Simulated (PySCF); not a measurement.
**NMR shielding calculation, with input and output: CH4B2F2**

The run: NMR shielding calculation of CH4B2F2, SMILES BCB(F)F. Method and program: GIAO KT2/pcSseg-2 NMR shielding, non-relativistic, gas phase (PySCF 2.14.0).

The geometry comes from this level: PBE0-D3(BJ)/def2-SVP. Figures and captions count atoms from 1; the log counts them from 0 in places.

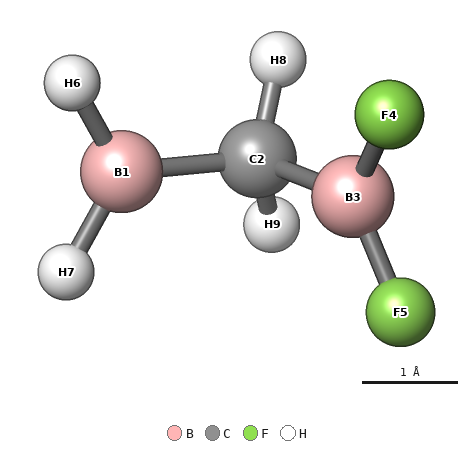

The structure (ball-and-stick view, seen at a tilt; atoms are numbered from 1 in the order of the input). Bond lengths as drawn: B–C 1.56 Å, B–F 1.32 Å, B–H 1.21 Å and C–H 1.10 Å.

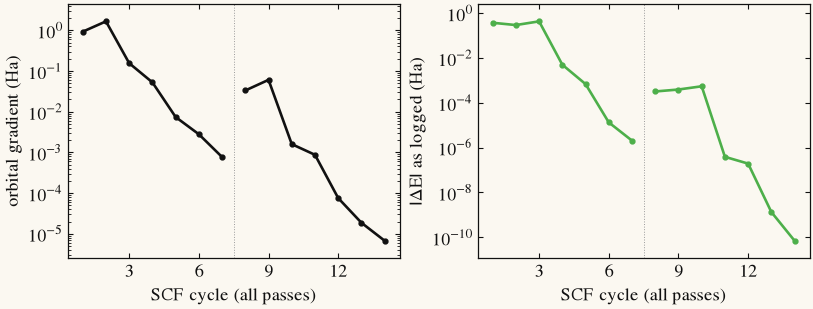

Convergence of the self-consistent field: orbital gradient and size of the energy change against the SCF cycle. The dotted line marks the change from a coarse to the final integration grid. The first 7 cycles use a coarse grid, the final grid takes over at cycle 8, and the field converges after 14 cycles in all.

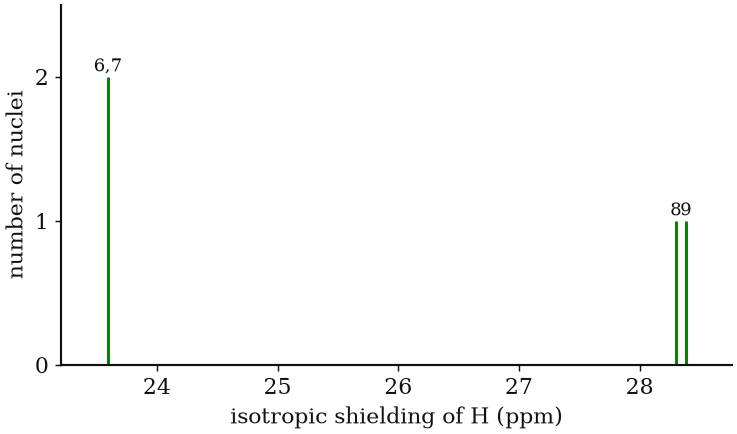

Isotropic shieldings of the hydrogen nuclei in this fixed geometry, labelled by atom number; shielding grows to the right, so chemical shift grows to the left. The least shielded is H6 (23.6 ppm), the most shielded H9 (28.4 ppm).

These pictures come from the run below.

**Input**
```
{"job": {"kind": "nmr", "xc": "KT2", "basis": "pcSseg-2", "pop": false}, "charge": 0, "multiplicity": 1}
B      0.798734     0.560282     0.871179
C      0.466400    -0.270206    -0.403320
B     -1.093140    -0.321308    -0.509824
F     -1.807705    -1.201805     0.168341
F     -1.770567     0.519866    -1.269906
H      0.907132     0.020905     1.947729
H      0.903673     1.763535     0.806665
H      0.817226    -1.309590    -0.305935
H      0.846516     0.213104    -1.315816
```

The first line tells a small driver script what to run in PySCF; the rest is the geometry in Å.

Command:
```bash
OMP_NUM_THREADS=1 python <driver script> task.json out
```

**The program's output**
```
coarse grid: 7912 points
cycle   1  E = -294.2321913534  dE =  3.720e-01  |g| = 9.224e-01  |ddm| = 1.863e+00
cycle   2  E = -293.9379264084  dE =  2.943e-01  |g| = 1.653e+00  |ddm| = 1.175e+00
cycle   3  E = -294.3679030046  dE = -4.300e-01  |g| = 1.554e-01  |ddm| = 7.969e-01
cycle   4  E = -294.3729036980  dE = -5.001e-03  |g| = 5.252e-02  |ddm| = 1.169e-01
cycle   5  E = -294.3735881257  dE = -6.844e-04  |g| = 7.410e-03  |ddm| = 3.551e-02
cycle   6  E = -294.3736014889  dE = -1.336e-05  |g| = 2.800e-03  |ddm| = 8.439e-03
cycle   7  E = -294.3736035411  dE = -2.052e-06  |g| = 7.715e-04  |ddm| = 2.628e-03
final grid: 78320 points
cycle   8  E = -294.3755386289  dE = -3.205e-04  |g| = 3.320e-02  |ddm| = 1.173e-01
cycle   9  E = -294.3751474392  dE =  3.912e-04  |g| = 6.060e-02  |ddm| = 3.552e-02
cycle  10  E = -294.3756932730  dE = -5.458e-04  |g| = 1.601e-03  |ddm| = 2.418e-02
cycle  11  E = -294.3756936623  dE = -3.892e-07  |g| = 8.750e-04  |ddm| = 1.439e-03
cycle  12  E = -294.3756938560  dE = -1.937e-07  |g| = 7.581e-05  |ddm| = 5.663e-04
cycle  13  E = -294.3756938573  dE = -1.338e-09  |g| = 1.879e-05  |ddm| = 7.242e-05
cycle  14  E = -294.3756938574  dE = -7.009e-11  |g| = 6.799e-06  |ddm| = 1.649e-05
converged SCF energy = -294.3756938574

GIAO shielding tensors (ppm)
atom      isotropic    diamagn.    paramagn.     s11        s22        s33       span
  0 B       12.611     192.118    -179.507    -57.697    -30.741    126.272    183.969
  1 C      148.810     246.373     -97.563     92.098    152.201    202.131    110.033
  2 B       75.091     195.597    -120.507     58.777     76.367     90.128     31.351
  3 F      217.788     466.713    -248.924     33.976    280.095    339.295    305.319
  4 F      219.211     466.591    -247.380     39.604    285.407    332.622    293.019
  5 H       23.578      29.074      -5.496     16.951     26.382     27.400     10.449
  6 H       23.608      29.062      -5.454     16.990     26.418     27.415     10.424
  7 H       28.299      29.892      -1.593     25.854     26.972     32.072      6.218
  8 H       28.382      30.038      -1.656     25.998     26.964     32.184      6.186
```

**Summary**

- outcome: converged
- total energy: −294.375694 hartree
- HOMO: −8.03 eV
- LUMO: −2.90 eV
- dipole moment: 1.48 D
- isotropic shielding, B: 12.6 to 75.1 ppm
- isotropic shielding, C: 148.8 ppm
- isotropic shielding, F: 217.8 to 219.2 ppm
- isotropic shielding, H: 23.6 to 28.4 ppm
- hardware: 1 CPU thread, shared host
- wall time: 29 s
- peak memory: 0.74 GiB
